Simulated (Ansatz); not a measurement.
**Ligand exchange: GaH2Br + C3H6F2 → GaH2(CH3) + C2H3BrF2**

Species: GaH2Br `[GaH2][Br]`, singlet; C3H6F2 `CC(F)CF`, singlet; GaH2(CH3), singlet; C2H3BrF2 `FCC(F)Br`, singlet. The partners trade Br for CH3: Ga–Br and C–CH3 bonds give way to Ga–CH3 and C–Br.

Shapes, held fixed at every level: PBE0-D4/def2-TZVP. Flexible molecules stand in one conformer, not always the lowest. Programs: Ansatz 0.2.0. Electronic energies: no zero-point or thermal term.

```tsv
level	kind	ΔE (kJ/mol)	less CCSD(T)/def2-TZVPP
HF/def2-TZVPP	Hartree–Fock	+211.7	+30.6
r2SCAN-D4/def2-TZVPP	meta-GGA	+182.6	+1.5
B3LYP-D4/def2-TZVPP	global hybrid	+181.3	+0.2
PBE0-D4/def2-TZVPP	global hybrid	+183.1	+2.0
wB97M-V/def2-TZVPP	range-separated hybrid	+183.0	+1.9
wB97X-V/def2-TZVPP	range-separated hybrid	+184.6	+3.5
B2PLYP/def2-TZVPP	double hybrid	+184.0	+2.9
CCSD(T)/def2-TZVPP	coupled cluster or CI	+181.1	0.0
```

The highest level, CCSD(T)/def2-TZVPP, gives ΔE = +181.1 kJ/mol; the levels span +181.1 to +211.7. The column of differences is taken from that level and isn't an error. No measured value is set beside it here. Relativity is left out for Br, Ga. Outer-core shells of Br, Ga are correlated in most correlated rows, in sets that cover them unevenly.

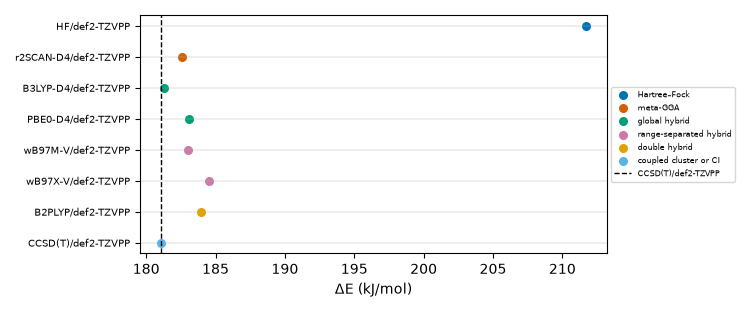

The values of the table, level by level.
